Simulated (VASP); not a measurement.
Band structure of AgF (relaxed from the zinc blende structure, space group F-43m). Method: PBEsol GGA, VASP's PBE PAW potentials (set 64) (plane waves; VASP).

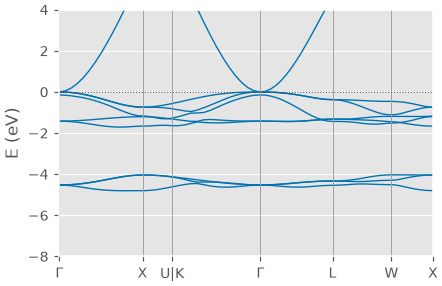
Fig. 1. Bands along high-symmetry lines, zero at the valence-band maximum or, without a gap, the Fermi level

Read the plot: is there a gap, and where are the band edges?

It has no gap at this level: it comes out as a metal or semimetal. (Edges off the drawn lines would not show.)

The structure was generated: AgF was put into the zinc blende type (F-43m), which need not be its known phase. It was relaxed first, which changed the volume by +48 %.
